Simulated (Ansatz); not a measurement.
## How methods differ on CH5P (SMILES C=[PH3])

CH5P has 7 atoms, charge 0, and is taken as a singlet. As SMILES, `C=[PH3]`. The coordinates come from a GFN2-xTB relaxation.

Each level gives the electronic atomisation energy (eV). The values are calculated. Electronic energies at fixed atoms, without zero-point motion or spin-orbit coupling.

```csv
level,kind,program,value (eV),less FCI/STO-3G,CPU time (all runs)
PBE/STO-3G,GGA,Ansatz,25.61,+5.09,1.6 s
revPBE/STO-3G,GGA,Ansatz,24.90,+4.38,1.6 s
BHLYP/STO-3G,global hybrid,Ansatz,23.89,+3.37,1.4 s
CAM-B3LYP/STO-3G,range-separated hybrid,Ansatz,25.06,+4.54,1.7 s
HSE06/STO-3G,range-separated hybrid,Ansatz,24.79,+4.27,2 s
wB97M-V/STO-3G,range-separated hybrid,Ansatz,25.68,+5.16,20 s
MP2/STO-3G,perturbation theory,Ansatz,19.74,-0.78,0.16 s
CCSDTQ/STO-3G,coupled cluster or CI,Ansatz,20.52,0.00,5.1 s
FCI/STO-3G,exact in the basis,Ansatz,20.52,0.00,10 s
```

FCI/STO-3G is exact within its basis and frozen core, so for wave-function methods in that basis the difference is their error; functionals converge differently with the basis, so for them it is only a difference. The values span 19.74 to 25.68 eV. All rows use very small basis sets, so none should be taken for the real molecule's value. In so small a basis fixed costs decide the times, and correlated methods can beat functionals. Times are those of the runs behind each value, whatever else they computed, on shared processors of several kinds: orders of magnitude only.

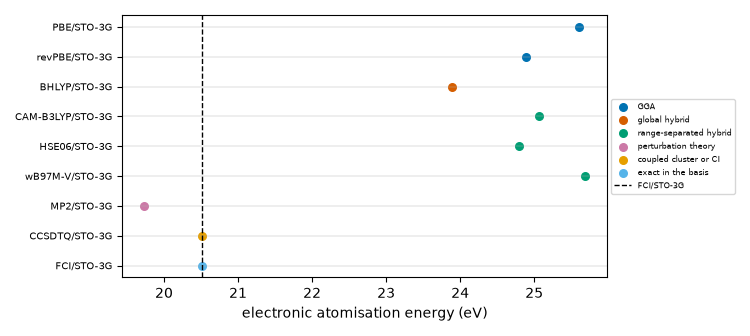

The values of the table, level by level.
